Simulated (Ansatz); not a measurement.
# wB97M-V/STO-3G run of SiS (SMILES [Si-]#[S+])

What is the electronic atomisation energy of SiS at wB97M-V/STO-3G? 

The calculation is run with Ansatz 0.2.0.

48 further runs of the same task are left out: 13 that didn't finish, 35 set aside as unsound or not needed.

**1. Starting point**

The species is SiS (2 atoms), meant as a singlet with charge 0. SMILES: `[Si-]#[S+]`. The bond length is the measured one.

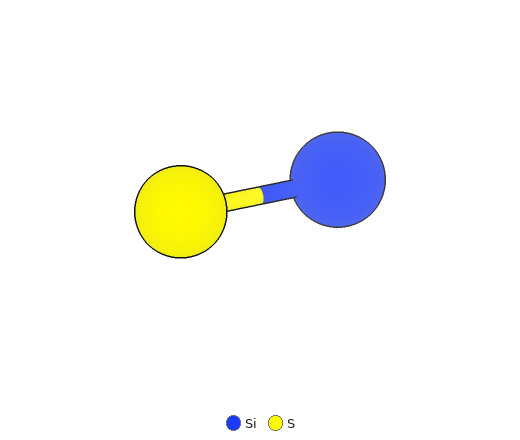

The structure, seen from a chosen angle (silicon blue, sulfur yellow).

**2. A single-point energy at wB97M-V/STO-3G**

in.yaml reads:

```yaml
crystal:
  periodic: [false, false, false]
  atoms:
    - {symbol: Si, position_ang: [0.000000, 0.000000, 0.000000]}
    - {symbol: S, position_ang: [0.000000, 0.000000, 1.929321]}
basis:
  gaussian:
    orbitals: STO-3G
hamiltonian:
  xc: {name: wB97M-V}
accuracy: high
```

Command:

```bash
$ ansatz run in.yaml --threads 1 --pin off --max-ram 2610MiB --events-out events.jsonl --progress --plain --runs-dir runs
```

Standard output:

```text
Warning: RAYON_NUM_THREADS=1 ignored (pool sized by the plan → 1); use --threads N
Functional definition: wB97M-V
  name "wB97M-V"
  parameter omega = 0.3/bohr
  parameter cx = 0.15
  parameter cx01 = 1.007
  parameter cx10 = 0.259
  parameter css00 = 0.443
  parameter css04 = -1.437
  parameter css10 = -4.535
  parameter css20 = -3.390
  parameter css43 = 4.278
  parameter cos00 = 1.000
  parameter cos10 = 1.358
  parameter cos20 = 2.924
  parameter cos21 = -8.812
  parameter cos60 = -1.390
  parameter cos61 = 9.142
  parameter b = 6.0
  parameter c = 0.01
  gx(w, u) = 1 - cx + cx01*u + cx10*w
  gss(w, u) = css00 + css04*u^4 + css10*w + css20*w^2 + css43*w^4*u^3
  gos(w, u) = cos00 + cos10*w + (cos20 + cos21*u)*w^2 + (cos60 + cos61*u)*w^6
  exchange = spin_sum(e_x_unif_sr(omega)*gx(b97_w, b97_u_x)) + cx*exact_x_sr(omega) + exact_x_lr(omega)
  correlation = spin_sum(e_c_pw_mod_same_spin*gss(b97_w, b97_u_same))
      + integral(e_c_pw_mod_opposite_spin*gos(b97_w_opposite, b97_u_opposite)) + vv10(b, c)
299 factors; integrals over basis functions are off by at most 1.2e-8 eV
106 factors; integrals over basis functions are off by at most 7.7e-10 eV
mean field evaluation 1: about -18499.0564 eV, gradient 2.6e1 eV
mean field evaluation 2: about -18490.4498 eV, gradient 6.1e1 eV
mean field evaluation 4: about -18502.5333 eV, gradient 8.7e-1 eV
mean field evaluation 8: about -18502.5216 eV, gradient 1.4e-3 eV
mean field evaluation 16: about -18502.5216 eV, gradient 2.7e-9 eV
mean field -18502.52162998 eV, -679.9551284422 hartree, gradient 1.8e-9 eV, S^2 0.000000; 0 other end points of the search recorded, 0 dependent functions left out
reference -18502.52163184 eV, -679.9551285105 hartree; 15, 15 occupied and 3, 3 virtual orbitals, 299 factors
Total energy: -18502.52163184 eV, -679.9551285105 hartree
```

It took 15 s on 1 thread of Arm Neoverse N1, shared host; peak memory 0.21 GiB.

**3. The S atom**

in.yaml reads:

```yaml
crystal:
  periodic: [false, false, false]
  atoms:
    - {symbol: S, position_ang: [0.000000, 0.000000, 0.000000]}
basis:
  gaussian: {orbitals: STO-3G}
hamiltonian: {xc: {name: wB97M-V}}
accuracy: high
magnetization: {spin_polarized: true, initial_magnetization: 2}
```

Command:

```bash
$ ansatz run in.yaml --threads 1 --pin off --max-ram 2610MiB --events-out events.jsonl --progress --plain --runs-dir runs
```

Standard output, shortened:

```text
Warning: RAYON_NUM_THREADS=1 ignored (pool sized by the plan → 1); use --threads N
[... 2 set-up lines as earlier in the session ...]
[...]
  gx(w, u) = 1 - cx + cx01*u + cx10*w
  gss(w, u) = css00 + css04*u^4 + css10*w + css20*w^2 + css43*w^4*u^3
  gos(w, u) = cos00 + cos10*w + (cos20 + cos21*u)*w^2 + (cos60 + cos61*u)*w^6
[...]
      + integral(e_c_pw_mod_opposite_spin*gos(b97_w_opposite, b97_u_opposite)) + vv10(b, c)
42 factors; integrals over basis functions are off by at most 2.4e-9 eV
23 factors; integrals over basis functions are off by at most 1.2e-9 eV
[...]
mean field -10713.38814719 eV, -393.7097526141 hartree, gradient 6.3e-8 eV, S^2 2.000000; 0 other end points of the search recorded, 0 dependent functions left out
reference -10713.38814830 eV, -393.7097526548 hartree; 9, 7 occupied and 0, 2 virtual orbitals, 42 factors
Total energy: -10713.38814830 eV, -393.7097526548 hartree
```

Run time: 4.5 s. Hardware: 1 thread of Arm Neoverse N1, shared host; peak memory 0.21 GiB.

**4. The Si atom at the same level**

job.yaml reads:

```yaml
basis:
  gaussian:
    orbitals: STO-3G
crystal:
  periodic: [false, false, false]
  atoms:
    - {symbol: Si, position_ang: [0.000000, 0.000000, 0.000000]}
magnetization:
  spin_polarized: true
  initial_magnetization: 2
hamiltonian:
  xc: {name: wB97M-V}
accuracy: high
```

Command:

```bash
$ ansatz run job.yaml --threads 1 --pin off --max-ram 2610MiB --events-out events.jsonl --progress --plain --runs-dir runs
```

Standard output, shortened:

```text
Warning: RAYON_NUM_THREADS=1 ignored (pool sized by the plan → 1); use --threads N
[... 2 set-up lines as earlier in the session ...]
[...]
  gx(w, u) = 1 - cx + cx01*u + cx10*w
  gss(w, u) = css00 + css04*u^4 + css10*w + css20*w^2 + css43*w^4*u^3
  gos(w, u) = cos00 + cos10*w + (cos20 + cos21*u)*w^2 + (cos60 + cos61*u)*w^6
[...]
      + integral(e_c_pw_mod_opposite_spin*gos(b97_w_opposite, b97_u_opposite)) + vv10(b, c)
42 factors; integrals over basis functions are off by at most 2.5e-9 eV
29 factors; integrals over basis functions are off by at most 4.1e-10 eV
[...]
mean field -7781.55893940 eV, -285.9670164927 hartree, gradient 6.5e-9 eV, S^2 2.000002; 0 other end points of the search recorded, 0 dependent functions left out
reference -7781.55894108 eV, -285.9670165546 hartree; 8, 6 occupied and 1, 3 virtual orbitals, 42 factors
Total energy: -7781.55894108 eV, -285.9670165546 hartree
```

Run time: 4.8 s. Hardware: 1 thread of Arm Neoverse N1, shared host; peak memory 0.22 GiB.

**5. Results**

Level: wB97M-V/STO-3G.

| quantity | value |
| --- | --- |
| molecule: total energy | -679.95513 Eh |
| S atom: total energy | -393.70975 Eh |
| S atom: ⟨S²⟩ | 2.000 |
| Si atom: total energy | -285.96702 Eh |
| Si atom: ⟨S²⟩ | 2.000 |
| electronic atomisation energy | 7.575 eV |

What this shows: Taking the molecule apart into free atoms costs 7.57 eV (175 kcal/mol), before zero-point energy and without spin-orbit coupling. In a minimal basis such a difference can be off by several eV, whatever the method.
